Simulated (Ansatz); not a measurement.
## Single-point calculation of Cs2Cl2 (charge −1)

Cs2Cl2, charge −1, multiplicity 4, computed with UKS BHLYP-D4/def2-TZVPD (Ansatz 0.2.0).

The geometry comes from this level: PBE-D4/def2-TZVPD.

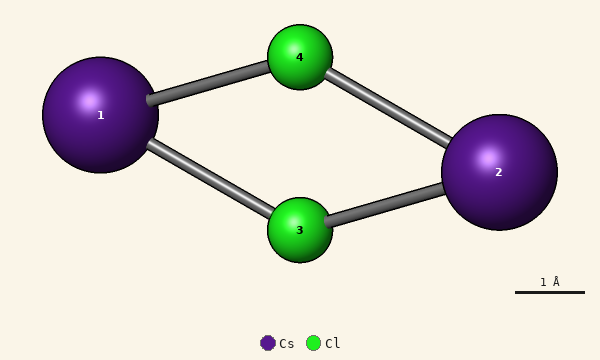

Fig. 1: The structure as given in the input (ball-and-stick view, seen at a tilt; atoms are numbered from 1 in the order of the input). Sticks mark near contacts. Bond lengths as drawn: Cl–Cs 3.46 Å.

Key numbers:

| quantity | value |
| --- | --- |
| outcome | converged |
| total energy | −26142.5033 eV |
| mean-field energy | −26142.2589 eV |
| dispersion energy | −0.2444 eV |
| ⟨S²⟩ | 3.759 |
| SCF solution under orbital rotations | stable |
| HOMO (either spin) | −0.18 eV |
| LUMO (either spin) | −0.55 eV |
| hardware | 4 threads of Arm Neoverse V2, 95 GiB of memory available, shared host |
| wall time | 5.5 s (CPU time 20 s) |
| peak memory | 0.57 GiB |

Input file:
```yaml
crystal:
  periodic: [false, false, false]
  atoms:
    - {symbol: Cs, position_ang: [-2.828663, -1.268485, 0.745943]}
    - {symbol: Cs, position_ang: [2.828321, 1.270091, -0.744521]}
    - {symbol: Cl, position_ang: [0.577316, -0.723924, 0.958171]}
    - {symbol: Cl, position_ang: [-0.576965, 0.722318, -0.959593]}
basis:
  gaussian: {orbitals: def2-TZVPD, initial_orbitals: start.molden}
total_charge: -1
magnetization: {spin_polarized: true, initial_magnetization: 3}
hamiltonian: {xc: {name: BHLYP}, dispersion: d4}
scf: {omitted_lower_state_checks: [starts]}
output: {orbitals: {seedname: orbitals}}
```

Launch command:
```bash
ansatz run in.yaml --threads 4 --pin off --events-out ev --progress --plain --max-ram 3916MiB
```

Log:
```
Functional definition: BHLYP
  name "BHLYP"
  cite "Becke, J. Chem. Phys. 98, 1372 (1993) doi:10.1063/1.464304"
  cite "Becke, Phys. Rev. A 38, 3098 (1988) doi:10.1103/PhysRevA.38.3098"
  cite "Lee, Yang & Parr, Phys. Rev. B 37, 785 (1988) doi:10.1103/PhysRevB.37.785"
  parameter a = 0.5
  exchange = (1 - a)*b88_x + a*exact_x
  correlation = lyp_c
these checks for a lower state are left out or cut short: starts
1312 factors; their error is unknown
mean field evaluation 1: about -26142.0866 eV, gradient 7.0e0 eV
mean field evaluation 2: about -26142.1271 eV, gradient 8.0e-2 eV
mean field evaluation 4: about -26142.2587 eV, gradient 5.7e-4 eV
mean field evaluation 8: about -26142.2587 eV, gradient 2.1e-5 eV
mean field -26142.25873092 eV, -960.7102885019 hartree, gradient 2.1e-5 eV, S^2 3.758986; 0 other end points of the search recorded, 0 dependent functions left out
reference -26142.25886621 eV, -960.7102934737 hartree; 28, 25 occupied and 128, 131 virtual orbitals, 1312 factors
Total energy: -26142.50331174 eV, -960.7192766814 hartree
Checks for a lower state left out: starts
```

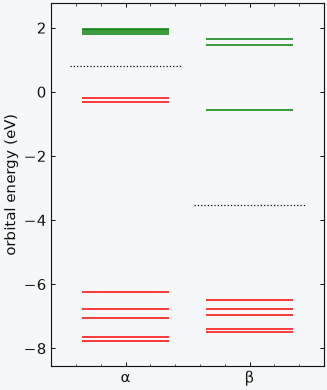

Fig. 2: Orbital energies near the frontier for α and β spins; the dotted line parts filled from empty levels, and levels within 0.02 eV of each other stand side by side. α: highest filled −0.18 eV, lowest empty 1.82 eV, 2.00 eV apart; β: highest filled −6.50 eV, lowest empty −0.55 eV, 5.95 eV apart.
